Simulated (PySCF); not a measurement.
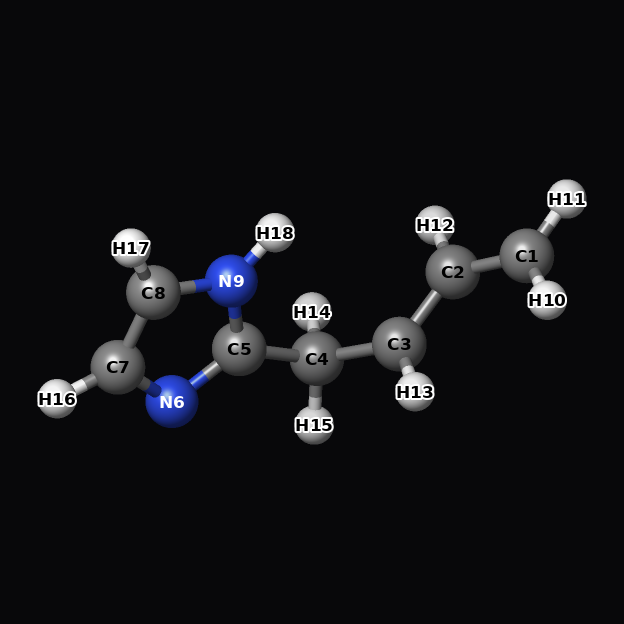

State: neutral, doublet. The computed structure is the end point of a GFN2-xTB optimisation. No frequency run is at hand to confirm it as a minimum. Method: UKS B3LYP, pcH-1 on C H N, non-relativistic (PySCF 2.14.0). Fermi-contact and spin-dipolar terms alone, no spin-orbit part.

### Which nucleus has the largest dipolar (anisotropic) hyperfine coupling?

13C at C3: principal values −51.9, −50.6, 102.5 MHz.

List the isotropic and dipolar parts for the most strongly coupled nuclei, one of each equivalent set.

| atom | isotope | a_iso (MHz) | dipolar part (MHz) |
| --- | --- | --- | --- |
| C3 | 13C | 57.7 | −51.9, −50.6, 102.5 |
| C1 | 13C | 54.6 | −51.8, −50.0, 101.8 |
| C2 | 13C | −47.6 | −28.0, 11.0, 16.9 |
| H11 | 1H | −42.1 | −25.3, −0.3, 25.6 |
| H13 | 1H | −39.4 | −21.1, −2.3, 23.4 |
| H10 | 1H | −40.0 | −21.7, −1.6, 23.3 |
| H12 | 1H | 11.6 | −5.2, −1.1, 6.3 |
| C5 | 13C | 51.8 | −3.3, −2.9, 6.1 |
